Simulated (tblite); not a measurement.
**Molecular dynamics of SiH3Br (part 2 of 2)**

SiH3Br; GFN2-xTB, R-SCC (tblite 0.8.0). The atoms were displaced at random from an optimised geometry.

Geometry of the input (Å):
```
Si -0.1019  0.0051  -0.0111
Br 1.8568  -0.7050  0.4854
H  -1.1353  -0.1227  1.0782
H  -0.6321  -0.6885  -1.2119
H  -0.0286  1.4501  -0.4935
```

### Trajectory as extended XYZ, continued
```
5
Properties=species:S:1:pos:R:3:forces:R:3 step=280 time_fs=140.0 energy=-200.66520 temperature=547.4
Si    0.2313    0.6353   -0.1197    1.7470  -0.9234   0.1740
Br    1.7113   -0.9463    0.5158    0.3238  -0.1679  -0.0515
H    -0.3060    0.7153    1.1543   -1.4693   0.3327   1.5517
H    -0.3952   -0.2329   -1.0431   -0.6765   0.1535  -0.9155
H     1.1609    1.7257   -0.1236    0.0749   0.6051  -0.7588
5
Properties=species:S:1:pos:R:3:forces:R:3 step=290 time_fs=145.0 energy=-200.84240 temperature=841.8
Si    0.2706    0.6492   -0.1121   -0.4548  -1.4630   0.6481
Br    1.6989   -0.9516    0.5157    0.1156  -0.3622  -0.0691
H    -0.4489    0.6955    1.2146    0.0720   0.3346  -0.9334
H    -0.5235   -0.0953   -1.2031    0.6490   1.0028   0.7808
H     1.3207    1.6370   -0.2302   -0.3818   0.4878  -0.4264
5
Properties=species:S:1:pos:R:3:forces:R:3 step=300 time_fs=150.0 energy=-200.98008 temperature=1054.8
Si    0.3096    0.6518   -0.1006    0.0572   0.5585   0.7644
Br    1.6862   -0.9579    0.5155    0.0135  -0.3626  -0.0060
H    -0.6062    0.7529    1.1359    0.8125   0.1970  -0.9809
H    -0.5281    0.2479   -1.2226    0.1982   0.0034  -0.0083
H     1.3984    1.6639   -0.4314   -1.0814  -0.3964   0.2309
5
Properties=species:S:1:pos:R:3:forces:R:3 step=310 time_fs=155.0 energy=-200.83266 temperature=827.2
Si    0.3495    0.6574   -0.0839    0.3953   0.2349  -1.4697
Br    1.6736   -0.9653    0.5152    0.0626  -0.4304   0.0509
H    -0.6214    0.8630    0.8839   -0.8102   0.3124   1.6200
H    -0.4954    0.6003   -1.2552   -0.1863  -0.7091  -0.5052
H     1.2648    1.6335   -0.5887    0.5386   0.5923   0.3040
5
Properties=species:S:1:pos:R:3:forces:R:3 step=320 time_fs=160.0 energy=-200.58701 temperature=246.5
Si    0.3699    0.6672   -0.0765   -1.5451   1.6943  -1.7669
Br    1.6679   -0.9740    0.5150   -0.0384  -0.2751   0.0410
H    -0.7051    1.0228    0.8781    0.7766  -0.3167   0.0959
H    -0.4843    0.7836   -1.3720    0.3573  -1.0575   0.7911
H     1.2250    1.7068   -0.6634    0.4496  -0.0450   0.8390
5
Properties=species:S:1:pos:R:3:forces:R:3 step=330 time_fs=165.0 energy=-200.80199 temperature=578.6
Si    0.3596    0.6898   -0.0835   -0.0624   1.8574  -0.5590
Br    1.6687   -0.9835    0.5150   -0.3480   0.1131  -0.0920
H    -0.6467    1.1213    0.9362    0.7627  -0.4675  -0.1998
H    -0.3965    0.7261   -1.3357   -0.1263  -0.8578   0.0281
H     1.3027    1.7878   -0.5591   -0.2260  -0.6451   0.8226
5
Properties=species:S:1:pos:R:3:forces:R:3 step=340 time_fs=170.0 energy=-201.06817 temperature=990.0
Si    0.3496    0.7266   -0.0954    1.3007  -0.3182  -0.2460
Br    1.6684   -0.9927    0.5147   -0.5095   0.2963  -0.1644
H    -0.4469    1.1267    0.9880   -0.7975   0.0522   0.9830
H    -0.3469    0.4643   -1.3131   -0.2635  -0.3431  -0.3943
H     1.3502    1.7463   -0.2786    0.2698   0.3128  -0.1782
5
Properties=species:S:1:pos:R:3:forces:R:3 step=350 time_fs=175.0 energy=-200.81950 temperature=606.1
Si    0.3483    0.7624   -0.1080    0.2887  -0.8653   0.6004
Br    1.6667   -1.0010    0.5139   -0.4579   0.3099  -0.1544
H    -0.3646    1.1105    1.1748   -0.0932  -0.4018  -0.8844
H    -0.3412    0.1447   -1.3427    0.5354   0.8781   1.1211
H     1.4350    1.7475   -0.0249   -0.2729   0.0792  -0.6826
5
Properties=species:S:1:pos:R:3:forces:R:3 step=360 time_fs=180.0 energy=-200.66532 temperature=366.8
Si    0.3510    0.7908   -0.1153    1.5291  -0.6119   2.1846
Br    1.6637   -1.0084    0.5127   -0.2200   0.3271  -0.0404
H    -0.3287    1.0165    1.2003   -0.2639  -0.1316  -0.8097
H    -0.2396    0.0062   -1.1618   -0.4064   0.5611  -0.4763
H     1.4657    1.7756    0.0695   -0.6387  -0.1446  -0.8582
5
Properties=species:S:1:pos:R:3:forces:R:3 step=370 time_fs=185.0 energy=-200.71203 temperature=439.6
Si    0.3662    0.8134   -0.1062    1.1618  -1.9667   0.5879
Br    1.6599   -1.0148    0.5114   -0.0801   0.4692   0.0038
H    -0.3773    0.8960    1.0844   -0.9936   0.2847   0.8828
H    -0.2321   -0.0172   -1.0936   -0.5542   0.3973  -0.9280
H     1.3791    1.7978   -0.0300    0.4662   0.8155  -0.5466
5
Properties=species:S:1:pos:R:3:forces:R:3 step=380 time_fs=190.0 energy=-200.87754 temperature=695.7
Si    0.3906    0.8214   -0.0890   -0.5025  -1.7035   0.2301
Br    1.6559   -1.0197    0.5100   -0.2652   0.8057  -0.1318
H    -0.5870    0.8343    1.0705    0.6861   0.3190  -0.7151
H    -0.3368    0.0607   -1.2186    0.5967   1.0707   0.6367
H     1.3379    1.9480   -0.2592   -0.5151  -0.4918  -0.0199
5
Properties=species:S:1:pos:R:3:forces:R:3 step=390 time_fs=195.0 energy=-201.02158 temperature=821.8
Si    0.4117    0.8150   -0.0717   -0.3837  -0.6833   0.2632
Br    1.6510   -1.0223    0.5068   -0.3919   0.9010  -0.2234
H    -0.6731    0.8462    0.9389    0.6187   0.2062  -0.0182
H    -0.3281    0.3613   -1.2381    0.2142  -0.0126  -0.2847
H     1.2122    2.0157   -0.3404   -0.0574  -0.4113   0.2631
5
Properties=species:S:1:pos:R:3:forces:R:3 step=400 time_fs=200.0 energy=-200.92637 temperature=675.5
Si    0.4300    0.8005   -0.0550   -0.0812  -0.9885  -0.6721
Br    1.6450   -1.0222    0.5009   -0.4200   0.8061  -0.2819
H    -0.6586    0.9046    0.8279   -0.7171  -0.0949   1.1497
H    -0.2662    0.6751   -1.3236    0.2457  -0.4343  -0.3411
H     1.1003    2.0364   -0.1382    0.9726   0.7116   0.1454
5
Properties=species:S:1:pos:R:3:forces:R:3 step=410 time_fs=205.0 energy=-200.81956 temperature=511.2
Si    0.4463    0.7812   -0.0420   -1.0509   1.8361  -0.3509
Br    1.6378   -1.0197    0.4941   -0.2846   0.4976  -0.2354
H    -0.7252    0.9361    0.9104    0.7990  -0.4656  -0.4895
H    -0.1441    0.8831   -1.4655    0.6584  -0.5680   1.0784
H     1.1659    2.1378    0.0944   -0.1219  -1.3000  -0.0025
5
Properties=species:S:1:pos:R:3:forces:R:3 step=420 time_fs=210.0 energy=-201.03356 temperature=840.3
Si    0.4552    0.7750   -0.0316    0.1322   1.1339   0.9775
Br    1.6297   -1.0157    0.4867   -0.0921   0.0879  -0.1773
H    -0.6519    0.8661    0.9174   -0.0750  -0.3784  -0.1872
H     0.1125    0.9610   -1.4059   -0.1236  -0.4097  -0.5224
H     1.2292    1.9856    0.3280    0.1585  -0.4336  -0.0905
5
Properties=species:S:1:pos:R:3:forces:R:3 step=430 time_fs=215.0 energy=-201.03322 temperature=840.0
Si    0.4647    0.7778   -0.0150    0.5889   0.2025   0.0168
Br    1.6213   -1.0115    0.4787    0.1910  -0.6050  -0.1096
H    -0.6180    0.7075    0.8979   -0.9511  -0.1270   0.1661
H     0.3588    0.9453   -1.4432   -0.2152  -0.1641  -0.1264
H     1.3445    1.7515    0.5549    0.3864   0.6936   0.0532
5
Properties=species:S:1:pos:R:3:forces:R:3 step=440 time_fs=220.0 energy=-200.77746 temperature=446.1
Si    0.4791    0.7833    0.0045    0.3342   0.7225   0.5572
Br    1.6136   -1.0091    0.4704    0.4144  -1.2363  -0.0401
H    -0.7480    0.5297    0.8797    0.6798   0.4380  -0.9957
H     0.5437    0.8927   -1.5170   -0.3360   0.0276   1.2469
H     1.5050    1.6407    0.7648   -1.0925   0.0483  -0.7683
5
Properties=species:S:1:pos:R:3:forces:R:3 step=450 time_fs=225.0 energy=-200.87047 temperature=588.4
Si    0.4964    0.7942    0.0288    0.1935   0.0163   1.3448
Br    1.6070   -1.0105    0.4620    0.6505  -1.6149   0.1392
H    -0.7643    0.4446    0.6624   -0.1754   0.4058  -0.1979
H     0.6534    0.8501   -1.3655   -0.2088   0.3884  -1.1550
H     1.4464    1.5680    0.8197   -0.4597   0.8043  -0.1310
5
Properties=species:S:1:pos:R:3:forces:R:3 step=460 time_fs=230.0 energy=-201.03701 temperature=845.5
Si    0.5154    0.8053    0.0608   -0.0681  -0.0874  -0.9834
Br    1.6024   -1.0164    0.4540    0.6198  -1.2317   0.2881
H    -0.8319    0.4464    0.3916   -0.4595   0.1980   0.1964
H     0.7115    0.8909   -1.3902   -0.1447   0.3363   0.1596
H     1.2922    1.6895    0.8575    0.0525   0.7848   0.3394
5
Properties=species:S:1:pos:R:3:forces:R:3 step=470 time_fs=235.0 energy=-200.91696 temperature=661.8
Si    0.5331    0.8172    0.0872   -1.0016   1.3709  -1.0608
Br    1.5996   -1.0261    0.4468    0.3962  -0.6467   0.3257
H    -0.9682    0.5016    0.1699    1.1962   0.3000   0.2903
H     0.7403    1.0086   -1.4215   -0.0020   0.0685   1.1210
H     1.1291    1.9532    0.9424   -0.5888  -1.0928  -0.6762
5
Properties=species:S:1:pos:R:3:forces:R:3 step=480 time_fs=240.0 energy=-200.96158 temperature=729.1
Si    0.5431    0.8391    0.1055   -0.6536   0.4629  -0.0084
Br    1.5980   -1.0377    0.4406    0.1543  -0.1707   0.2795
H    -0.8800    0.6149    0.0198   -0.3554  -0.3145   0.5037
H     0.7785    1.1518   -1.2497    0.6234   0.2625  -1.1280
H     0.8524    2.0071    0.9035    0.2312  -0.2403   0.3532
5
Properties=species:S:1:pos:R:3:forces:R:3 step=490 time_fs=245.0 energy=-200.91639 temperature=582.8
Si    0.5483    0.8639    0.1201   -0.1674   0.3991  -1.5270
Br    1.5969   -1.0495    0.4352   -0.0748   0.2793   0.1867
H    -0.8646    0.6573   -0.0278   -0.4765  -0.5309   0.1461
H     0.9406    1.3363   -1.2347    0.1996  -0.3014   0.4229
H     0.6194    2.0193    0.9554    0.5191   0.1540   0.7713
5
Properties=species:S:1:pos:R:3:forces:R:3 step=500 time_fs=250.0 energy=-200.76169 temperature=432.8
Si    0.5511    0.8827    0.1248   -1.0205   1.6607  -0.5277
Br    1.5956   -1.0576    0.4305   -0.1613   0.4527   0.1538
H    -0.9389    0.5762   -0.0309    1.1455  -0.0447   0.0750
H     1.1533    1.4515   -1.1698   -0.3849  -0.5749   1.0260
H     0.5079    2.1053    1.1401    0.4212  -1.4938  -0.7272
5
Properties=species:S:1:pos:R:3:forces:R:3 step=510 time_fs=255.0 energy=-201.00159 temperature=801.7
Si    0.5463    0.9135    0.1258   -0.0771  -0.8307   0.8274
Br    1.5938   -1.0644    0.4261   -0.1793   0.5390   0.1539
H    -0.8032    0.4727   -0.0231   -0.5648  -0.1840  -0.3466
H     1.3052    1.4570   -0.9174    0.5445   0.4682  -1.1163
H     0.4955    1.8838    1.1929    0.2766   0.0076   0.4817
5
Properties=species:S:1:pos:R:3:forces:R:3 step=520 time_fs=260.0 energy=-200.95839 temperature=879.0
Si    0.5281    0.9387    0.1294    0.3457  -1.2315  -0.1801
Br    1.5991   -1.0695    0.4223   -0.2174   0.6395   0.0956
H    -0.8064    0.3372   -0.0937    0.3264   0.4541  -0.3959
H     1.5071    1.5247   -0.8197   -0.6990  -0.0466   0.2405
H     0.3801    1.6570    1.3719    0.2444   0.1845   0.2399
5
Properties=species:S:1:pos:R:3:forces:R:3 step=530 time_fs=265.0 energy=-200.73095 temperature=529.7
Si    0.5036    0.9526    0.1330    0.0585  -1.1276   1.2019
Br    1.6083   -1.0728    0.4187   -0.3226   0.7728   0.0106
H    -0.8181    0.2927   -0.2545    0.9028   0.8833  -0.0747
H     1.5708    1.6010   -0.7129   -1.0131  -0.1563   0.4645
H     0.2781    1.4940    1.6086    0.3744  -0.3721  -1.6024
5
Properties=species:S:1:pos:R:3:forces:R:3 step=540 time_fs=270.0 energy=-200.92093 temperature=822.3
Si    0.4799    0.9561    0.1469    0.6327  -2.1698   1.2602
Br    1.6166   -1.0737    0.4152   -0.4131   0.8519  -0.1154
H    -0.6705    0.4267   -0.4546   -1.0692  -0.1329  -0.7404
H     1.4502    1.6737   -0.5349    0.9493   1.0543  -0.8906
H     0.2558    1.2623    1.5251   -0.0997   0.3965   0.4863
5
Properties=species:S:1:pos:R:3:forces:R:3 step=550 time_fs=275.0 energy=-200.98635 temperature=922.2
Si    0.4620    0.9430    0.1659    0.7940  -0.9775  -1.1150
Br    1.6236   -1.0720    0.4113   -0.4897   0.9408  -0.2844
H    -0.6577    0.5818   -0.7705    0.5778   0.2623   0.6257
H     1.4321    1.9032   -0.4779   -0.5965  -0.5703   0.4509
H     0.2049    1.1112    1.5638   -0.2856   0.3447   0.3228
5
Properties=species:S:1:pos:R:3:forces:R:3 step=560 time_fs=280.0 energy=-200.79157 temperature=623.1
Si    0.4508    0.9208    0.1770    0.0792  -0.0938   0.2930
Br    1.6292   -1.0675    0.4065   -0.5283   0.9760  -0.3256
H    -0.5632    0.7726   -0.9700    0.6190  -0.1633   1.1445
H     1.3240    2.0381   -0.3498   -0.2949  -0.7534   0.5339
H     0.0907    1.0505    1.7008    0.1250   0.0345  -1.6459
5
Properties=species:S:1:pos:R:3:forces:R:3 step=570 time_fs=285.0 energy=-200.82435 temperature=673.3
Si    0.4411    0.8957    0.1907    0.9948  -1.2830   0.4008
Br    1.6331   -1.0601    0.4008   -0.4771   0.9216  -0.3189
H    -0.3621    0.9219   -0.9537   -1.1590  -0.6397  -0.9850
H     1.1833    2.0482   -0.1118    1.2995   0.9800  -0.0350
H    -0.0125    1.0021    1.5178   -0.6582   0.0212   0.9382
5
Properties=species:S:1:pos:R:3:forces:R:3 step=580 time_fs=290.0 energy=-200.96815 temperature=894.3
Si    0.4393    0.8639    0.2053    0.4487   1.0234  -0.1359
Br    1.6357   -1.0499    0.3942   -0.3945   0.7662  -0.2069
H    -0.3387    0.9350   -1.0559    0.2188  -0.4467   0.5180
H     1.2553    2.1617    0.1425   -0.1946  -1.1167   0.0591
H    -0.2590    0.9538    1.4865   -0.0784  -0.2262  -0.2343
5
Properties=species:S:1:pos:R:3:forces:R:3 step=590 time_fs=295.0 energy=-200.93659 temperature=847.3
Si    0.4420    0.8385    0.2182   -0.8772   0.8690   0.9312
Br    1.6370   -1.0375    0.3869   -0.2312   0.4389  -0.0804
H    -0.3030    0.8439   -1.0858    0.5133  -0.1363   0.7368
H     1.3157    2.0666    0.4011   -0.3888  -0.9665  -0.2477
H    -0.5400    0.8629    1.4721    0.9840  -0.2051  -1.3399
5
Properties=species:S:1:pos:R:3:forces:R:3 step=600 time_fs=300.0 energy=-201.01027 temperature=961.0
Si    0.4380    0.8184    0.2390   -0.3149  -1.1804   0.6926
Br    1.6377   -1.0238    0.3794    0.0875  -0.2052   0.0451
H    -0.1781    0.7191   -1.0056   -0.4324   0.1324  -1.5608
H     1.3325    1.8048    0.6211    1.0945   1.3598   0.2127
H    -0.6260    0.7248    1.1875   -0.4347  -0.1067   0.6104
```

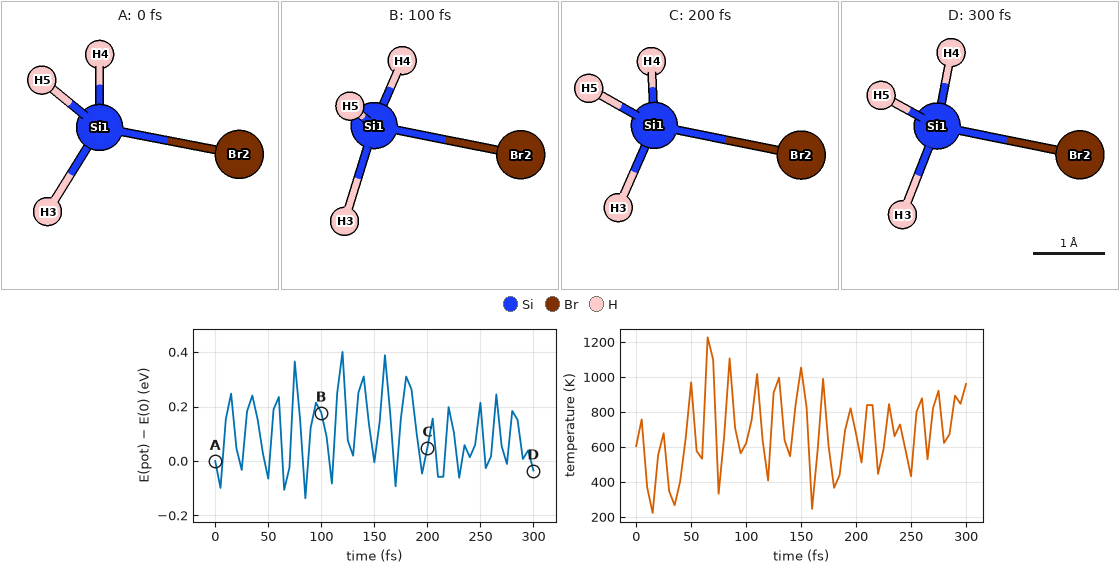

Figure 1. Frames of the molecular dynamics (ball-and-stick, seen at a tilt) above the curves, on which the letters mark them. The trajectory kept here has 61 frames over 300 fs. The temperature starts at 605 K, ranges from 223 to 1228 K and averages 701 K over the second half. The potential energy ends 0.035 eV below its first value. After an unweighted best fit of the last frame on the first, the root-mean-square displacement is 0.15 Å.

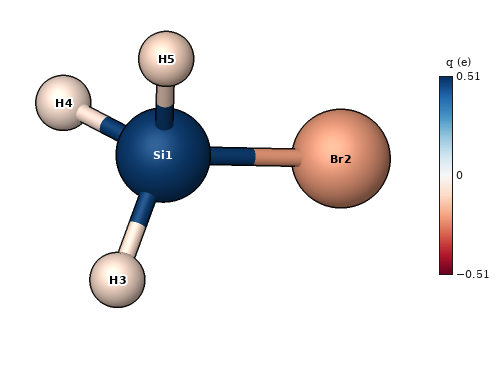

Figure 2. Mulliken charges, as the colour of each atom (ball-and-stick view, seen at a tilt; atoms are numbered from 1 in the order of the input). By element: Si +0.48, Br −0.21 and H −0.11 to −0.08 e.
